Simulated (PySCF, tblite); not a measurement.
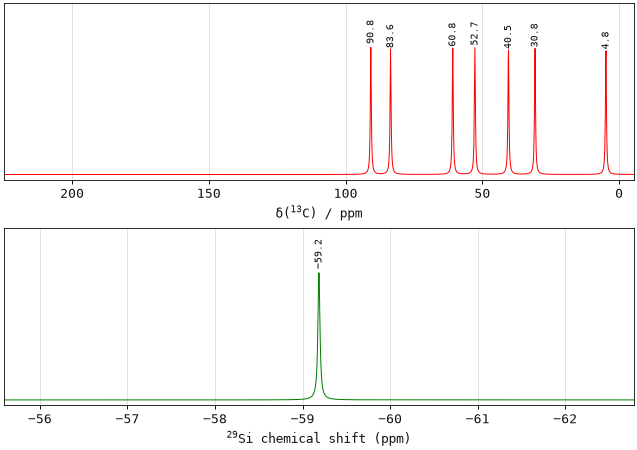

GIAO shifts, PBE0/pcSseg-1, PySCF, at a GFN2-xTB geometry (a minimum by its frequencies), against TMS for ¹³C and TMS for ²⁹Si computed at the same level. Gas phase, fully decoupled, line heights follow the number of nuclei, widths are arbitrary (no quadrupolar broadening); values of one conformer, averaged over methyl-type rotors and exact or near symmetry; other conformers aren't averaged in.

> Which molecule was computed?
A. C₇H₁₃NSi, SMILES CC#C[C@H]1CCN([SiH3])C1
B. C₆H₁₃NOSi, SMILES CC(=O)[C@H]1CCN([SiH3])C1
C. C₅H₁₂N₂Si, SMILES C=N[C@@H]1CCN([SiH3])C1
D. C₅H₁₃NOSSi, SMILES C[S@@](=O)[C@H]1CCN([SiH3])C1

A. Its ¹³C signals: 90.8 (1 C), 83.6 (1 C), 60.8 (1 C), 52.7 (1 C), 40.5 (1 C), 30.8 (1 C), 4.8 (1 C) ppm. Its ²⁹Si signals: −59.2 (1 Si) ppm.

Note: the tight-binding geometry is rougher than a DFT one and adds to the error.
